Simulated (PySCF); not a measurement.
C2H5N2PSi (SMILES [SiH3]n1cpcn1)

```yaml
atoms:
  - { symbol: Si, position_ang: [-1.8059, 0.1021, 0.0146] }
  - { symbol: N, position_ang: [-0.0510, -0.0713, 0.0249] }
  - { symbol: C, position_ang: [0.7406, -1.1045, 0.3790] }
  - { symbol: P, position_ang: [2.4135, -0.7649, 0.2040] }
  - { symbol: C, position_ang: [1.8881, 0.8247, -0.3595] }
  - { symbol: N, position_ang: [0.6013, 1.0109, -0.3895] }
  - { symbol: H, position_ang: [-2.2998, -1.1870, 0.4955] }
  - { symbol: H, position_ang: [-2.1802, 0.3756, -1.3674] }
  - { symbol: H, position_ang: [-2.1126, 1.2021, 0.9208] }
  - { symbol: H, position_ang: [0.2775, -2.0118, 0.7225] }
  - { symbol: H, position_ang: [2.5340, 1.6269, -0.6710] }
```

Geometry: GFN2-xTB.

Level of theory: PySCF, wB97X-D/def2-SVPD, SCF density, gas phase.

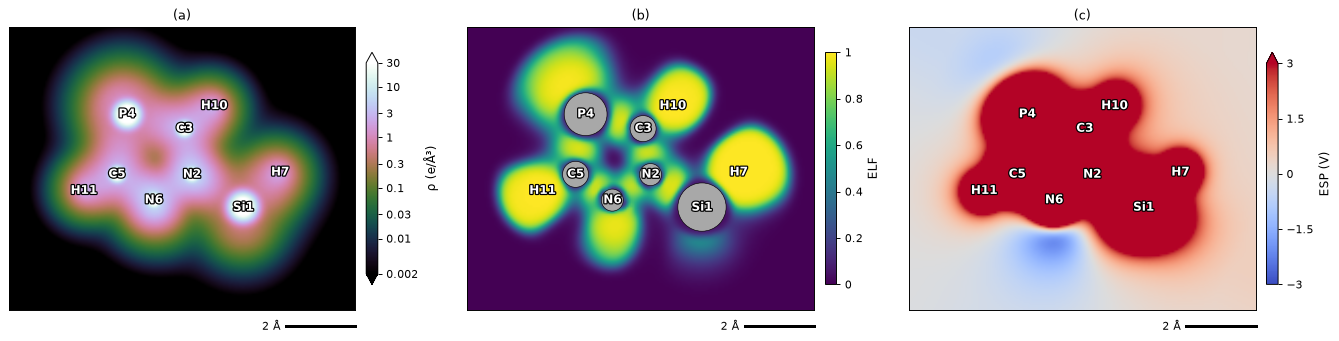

Figure 1. (a) electron density; (b) ELF; (c) electrostatic potential on the plane of atoms Si1, N2 and C3. Grey discs cover the atomic cores in the ELF map.

### Read the bonding off the picture.

Atoms in the plane: Si, N, C, P and H. C–N (1.30 Å): ρ at the midpoint is about 2.6 e/Å³; the ELF peaks at about 0.90 between the atoms, as expected for localised, covalent bonding. N–N (1.33 Å): ρ is about 2.6 e/Å³ halfway; the ELF peaks at about 0.90 between the atoms, as expected for a covalent bond. C–P (1.72 Å): the density is about 1.3 e/Å³ at the midpoint; the ELF peaks at about 0.95 between the atoms; a covalent bond. Si–N (1.76 Å): the density is about 1 e/Å³ at the midpoint; the ELF peaks at about 0.95 between the atoms (a polar covalent bond). C–H (1.07 Å): the density is about 2 e/Å³ at the midpoint; the ELF climbs to about 1 towards the hydrogen, as it does in any bond to H; a covalent bond by its length. The ELF also peaks beside N6 and P4, away from the bonds: lone-pair regions. Outside the dense part of the molecule the potential is most negative (−2.1 V) near N6.

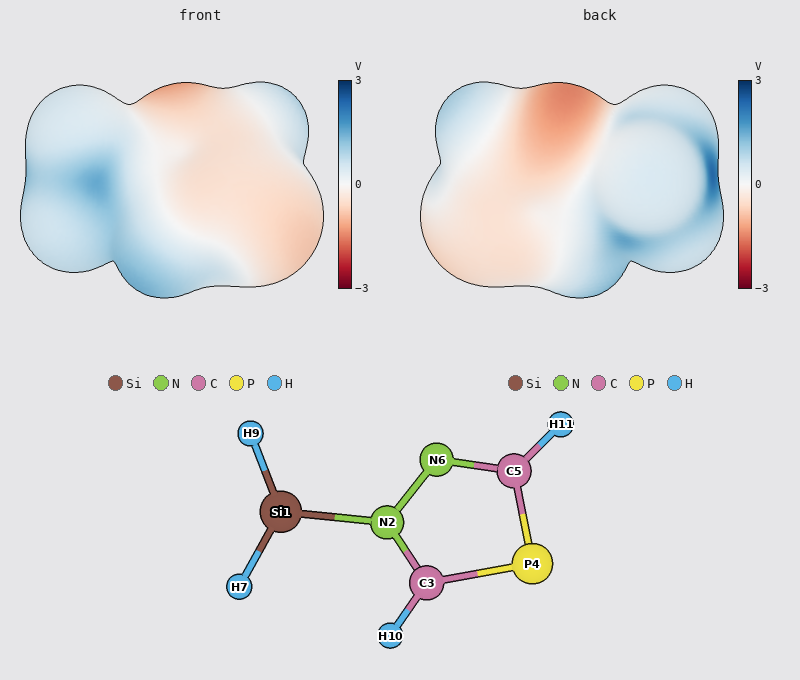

Figure 2. The molecular electrostatic potential painted on the density surface at 0.002 e/bohr³, seen from the front and from behind; red is negative and blue positive. The bare structure is drawn below in the same view.

### Where is the surface potential most negative and most positive?

The most negative region (about −1.4 V) lies over N6, the most positive (about +2.1 V) over Si1. N6 is the likeliest acceptor of a hydrogen bond.
